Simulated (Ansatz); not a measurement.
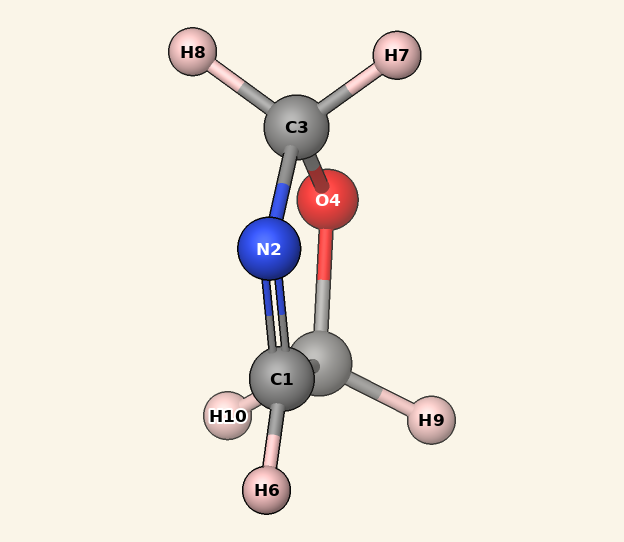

C5 lies behind C1. The molecule seen a little off the C1–C5 bond, C1 in front. Atoms fade into the background with distance from the viewer. The computed structure is the end point of a PBE0-D4/def2-TZVP optimisation.

> What is the torsion angle N2–C1–C5–O4? The sign is positive where the front bond must turn clockwise to cover the back bond.

0°, synperiplanar (eclipsed).
